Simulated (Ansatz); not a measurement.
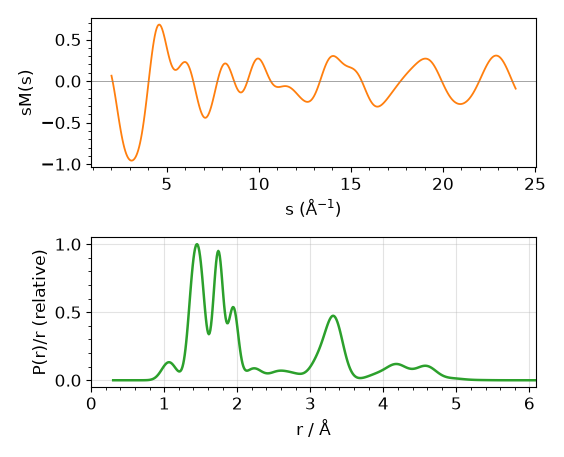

Simulated gas electron diffraction: reduced molecular intensity sM(s) from the Debye equation in the first Born approximation (top) and the radial distribution curve (bottom) of CH₄BNOSi. Each pair of atoms contributes with weight ZᵢZⱼ/r; damping constant 0.001 Å²; vibrational amplitudes assumed, not computed: 0.05 Å for bonds, 0.078 Å for bonds to H, 0.06 + 0.015 r up to 0.15 Å for other pairs. The geometry is the end point of an optimisation (UKS PBE-D4/STO-3G in Ansatz 0.2.0); it may be a saddle point or a higher isomer.

**Read the positions of the first 8 clear peaks and name the main pairs (– for bonds).**

Peak 1, 1.06 Å: O–H 1.04 Å, C–H 1.11 Å, not resolved
Peak 2, 1.45 Å: N–C 1.38 Å, C–B 1.46 Å, Si–H 1.46–1.47 Å (×2), N–B 1.51 Å, not resolved
Peak 3, 1.74 Å: Si–O 1.74 Å
Peak 4, 1.94 Å: Si–B 1.95 Å
Peak 5, 2.23 Å: Si···H 2.20 Å, N···H 2.28 Å, not resolved
Peak 6, 2.60 Å: O···H 2.53–2.66 Å (×2), B···H 2.54–2.82 Å (×3), not resolved
Peak 7, 3.31 Å: O···B 3.10 Å, Si···N 3.31 Å, Si···C 3.34 Å, not resolved
Peak 8, 4.18 Å: N···H 3.93 Å, C···H 3.96–4.23 Å (×3), O···C 4.17 Å, Si···H 4.35 Å, not resolved
